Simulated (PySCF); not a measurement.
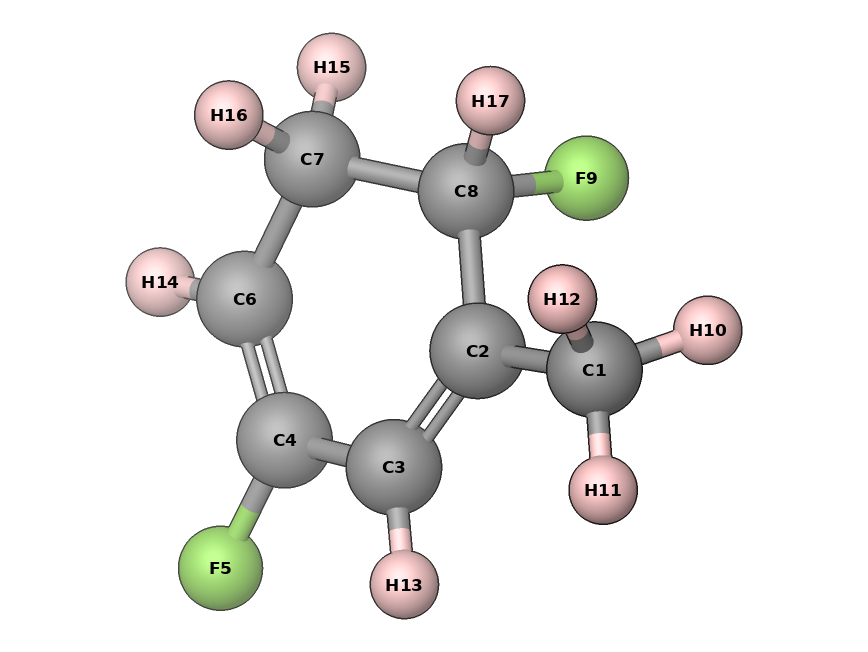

Depth is shown by fading: the farther an atom, the more it takes the colour of the background. The geometry was computed by an optimisation with GFN2-xTB. No frequency run is at hand to confirm it as a minimum.

### Which atoms or bonds are stereogenic?

Centres: C8.

### What are the Cahn–Ingold–Prelog descriptors?

C8: S (priorities F9 > C2 > C7 > H17).
